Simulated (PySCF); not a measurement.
# NMR shielding calculation, with input and output: C$_{4}$H$_{16}$BNSi$_{2}$

- system: C$_{4}$H$_{16}$BNSi$_{2}$, SMILES B[C@@](C)(N[SiH3])[SiH2]CC
- method: GIAO CAM-B3LYP/6-31G* NMR shielding, non-relativistic, gas phase (PySCF 2.14.0)

The geometry comes from this level: GFN2-xTB. Figures and captions count atoms from 1; the log counts them from 0 in places.

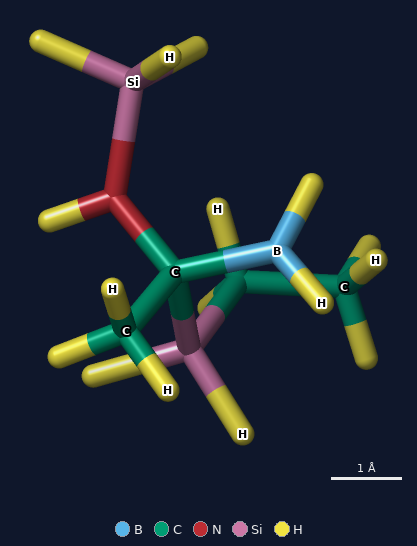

Fig. 1: The input geometry (stick view, seen at a tilt).

## Summary

| quantity | value |
| --- | --- |
| outcome | converged |
| total energy | −820.441196 hartree |
| HOMO | −7.57 eV |
| LUMO | 0.17 eV |
| dipole moment | 1.14 D |
| isotropic shielding, B | 45.7 ppm |
| isotropic shielding, C | 124.0 to 191.2 ppm |
| isotropic shielding, N | 230.4 ppm |
| isotropic shielding, Si | 413.4 to 449.6 ppm |
| isotropic shielding, H | 25.0 to 32.8 ppm |
| hardware | 1 CPU thread, shared host |
| wall time | 55 s |
| peak memory | 0.91 GiB |

## The input
```
{"job": {"xc": "CAM-B3LYP", "basis": "6-31G*", "kind": "nmr", "pop": false}, "charge": 0, "multiplicity": 1}
B     -0.283134     1.329985     0.918849
C     -0.786701    -0.113914     0.808774
C     -1.459191    -0.718501     2.040587
N     -1.507310    -0.504397    -0.384911
Si    -2.288342     0.514968    -1.518263
Si     0.959082    -0.989244     0.593421
C      1.848612    -0.469026    -1.003244
C      2.788255     0.718110    -0.813347
H     -0.174959     2.007355    -0.027912
H      0.038305     1.740241     1.967588
H     -2.458612    -0.298157     2.152705
H     -1.557600    -1.801284     1.951226
H     -0.889290    -0.498280     2.938782
H     -1.736462    -1.487362    -0.386444
H     -1.332910     1.138313    -2.446373
H     -3.165540    -0.392927    -2.261424
H     -3.054858     1.571051    -0.848285
H      1.835651    -0.821914     1.761327
H      0.600013    -2.417357     0.500840
H      1.111900    -0.222517    -1.769045
H      2.423991    -1.313560    -1.384558
H      3.571527     0.475321    -0.098639
H      3.261182     0.990338    -1.755702
H      2.244657     1.582524    -0.440265
```

The first line tells a small driver script what to run in PySCF; the rest is the geometry in Å.

Launched with:
```bash
OMP_NUM_THREADS=1 python <driver script> task.json out
```

## Output
```
coarse grid: 19664 points
cycle   1  E = -820.4676332126  dE =  6.488e-01  |g| = 4.486e-01  |ddm| = 4.052e+00
cycle   2  E = -820.4817140023  dE = -1.408e-02  |g| = 4.167e-01  |ddm| = 7.714e-01
cycle   3  E = -820.5220219903  dE = -4.031e-02  |g| = 6.502e-02  |ddm| = 3.986e-01
cycle   4  E = -820.5228204045  dE = -7.984e-04  |g| = 3.170e-02  |ddm| = 8.695e-02
cycle   5  E = -820.5230759308  dE = -2.555e-04  |g| = 3.838e-03  |ddm| = 3.178e-02
cycle   6  E = -820.5230802085  dE = -4.278e-06  |g| = 1.094e-03  |ddm| = 5.582e-03
final grid: 176840 points
cycle   7  E = -820.4411891794  dE = -2.387e-05  |g| = 4.750e-03  |ddm| = 1.968e-02
cycle   8  E = -820.4411897466  dE = -5.672e-07  |g| = 4.798e-03  |ddm| = 9.392e-03
cycle   9  E = -820.4411954666  dE = -5.720e-06  |g| = 4.278e-04  |ddm| = 4.340e-03
cycle  10  E = -820.4411955033  dE = -3.669e-08  |g| = 2.109e-04  |ddm| = 5.366e-04
cycle  11  E = -820.4411955141  dE = -1.085e-08  |g| = 3.457e-05  |ddm| = 2.329e-04
cycle  12  E = -820.4411955145  dE = -3.822e-10  |g| = 9.733e-06  |ddm| = 5.511e-05
```

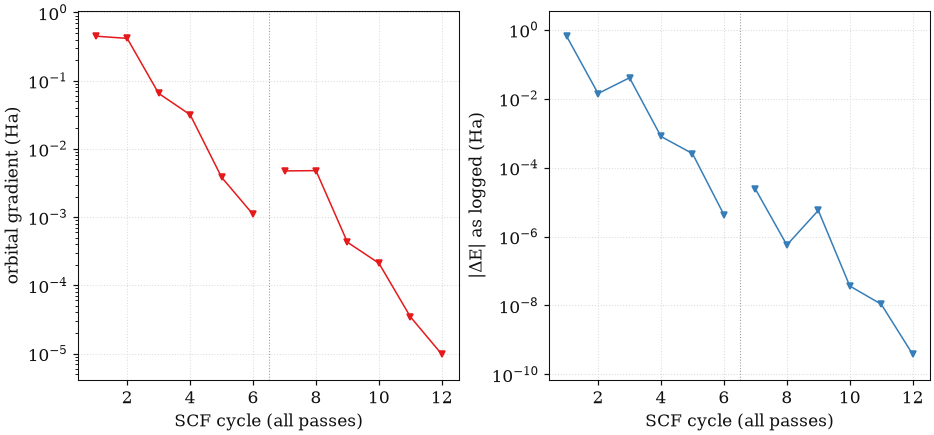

Fig. 2: Convergence of the self-consistent field: orbital gradient and size of the energy change against the SCF cycle. The dotted line marks the change from a coarse to the final integration grid. The first 6 cycles use a coarse grid, the final grid takes over at cycle 7, and the field converges after 12 cycles in all.

```
converged SCF energy = -820.4411955145

GIAO shielding tensors (ppm)
atom      isotropic    diamagn.    paramagn.     s11        s22        s33       span
  0 B       45.730     202.306    -156.576    -21.816     22.945    136.062    157.878
  1 C      124.030     242.287    -118.257     80.593    127.550    163.947     83.354
  2 C      166.950     247.575     -80.625    143.201    166.605    191.045     47.844
  3 N      230.439     318.057     -87.617    198.520    216.205    276.593     78.073
  4 Si     449.627     882.843    -433.216    409.653    435.803    503.424     93.772
  5 Si     413.431     883.759    -470.328    347.949    412.351    479.994    132.046
  6 C      191.195     247.686     -56.491    183.611    194.250    195.724     12.113
  7 C      182.722     246.518     -63.796    175.316    177.809    195.042     19.726
  8 H       25.030      35.515     -10.486     17.000     28.022     30.067     13.067
  9 H       25.312      32.978      -7.666     18.895     27.771     29.270     10.376
 10 H       30.374      29.921       0.453     26.512     28.569     36.040      9.528
 11 H       31.488      31.107       0.381     28.307     30.447     35.709      7.402
 12 H       30.506      30.289       0.217     26.548     28.507     36.462      9.913
 13 H       32.832      33.064      -0.232     24.473     33.058     40.964     16.490
 14 H       27.244      31.693      -4.449     22.721     26.748     32.264      9.543
 15 H       27.625      30.051      -2.426     24.106     25.690     33.080      8.974
 16 H       27.619      30.689      -3.070     23.698     26.018     33.140      9.442
 17 H       27.994      31.973      -3.979     24.385     26.651     32.946      8.561
 18 H       28.533      32.490      -3.956     25.191     27.996     32.413      7.222
 19 H       31.313      33.263      -1.950     26.797     30.419     36.723      9.926
 20 H       31.722      30.649       1.073     26.065     30.417     38.683     12.618
 21 H       31.446      29.997       1.449     27.157     29.467     37.714     10.557
 22 H       31.109      29.556       1.553     26.224     28.701     38.402     12.179
 23 H       31.613      31.555       0.058     26.654     31.840     36.344      9.690
```

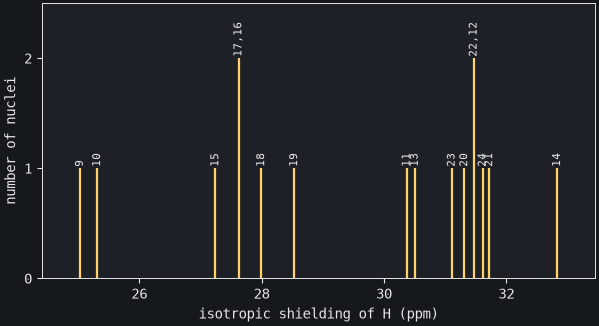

Fig. 3: Isotropic shieldings of the hydrogen nuclei in this fixed geometry, labelled by atom number; shielding grows to the right, so chemical shift grows to the left. The least shielded is H9 (25.0 ppm), the most shielded H14 (32.8 ppm).
